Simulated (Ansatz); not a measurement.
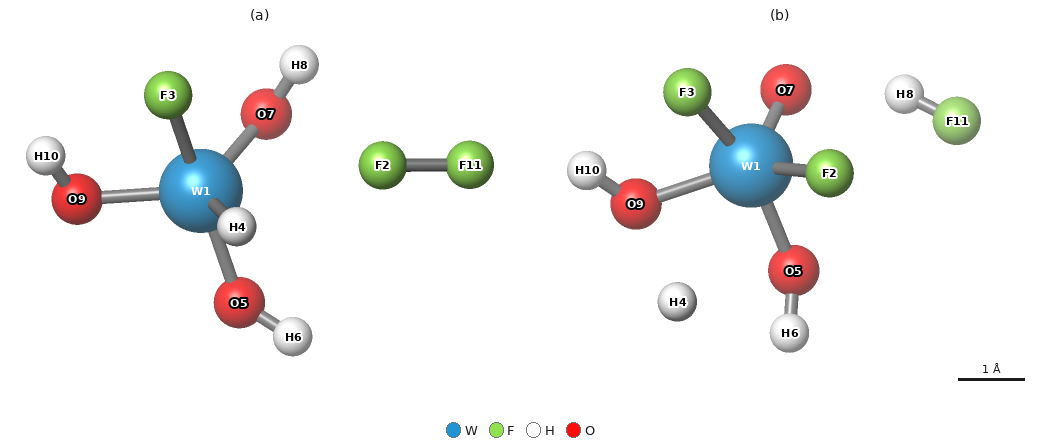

The structure of WH$_{4}$O$_{3}$F$_{3}$ (multiplicity 2) before (left) and after (right) a relaxation, at one scale.

The picture is a ball-and-stick view, seen face on.

The run prepares an end point of a later path (reaction) calculation, from a guessed geometry.

Method: Ansatz 0.2.0, UKS PBE/def2-SVP. Settings: collinear spin; force threshold 0.03 eV/Å; at most 50 steps.

### Summarise the run.

The energy falls by 521.8 kJ/mol in 31 accepted moves (34 points after the start). The largest force component goes from 5.5 to 0.0084 eV/Å. The line search rejected the trial steps at points 5, 30, 33 of the run. The largest moves after the best rigid fit, 2.00 Å, are those of H4 and F11. Largest moves by element: H 2.00 Å, F 1.99 Å, O 0.72 Å, W 0.65 Å. Among the contacts that change: H8–F11 3.507 → 0.944 Å, F2–F11 1.335 → 3.239 Å, W1–H4 1.708 → 3.355 Å, W1–F2 3.045 → 1.883 Å. New bonds form, among them: H8–F11 (3.51 → 0.94 Å), W1–F2 (3.04 → 1.88 Å). Bonds break, among them: F2–F11 (1.34 → 3.24 Å), O7–H8 (0.98 → 1.81 Å), W1–H4 (1.71 → 3.35 Å). Bond angles that change, for instance: O5–W1–O9 103.3° → 87.7°, O7–W1–O9 121.5° → 108.5°, F3–W1–O7 91.5° → 100.5°. The run took 2.4 min on 4 threads of Arm Neoverse V2 (shared host), peak memory 0.25 GiB.

Limits of the set-up: the start holds two separate molecules, 2.4 Å apart at their closest, whose relative position is a soft coordinate and is computed without a dispersion correction.
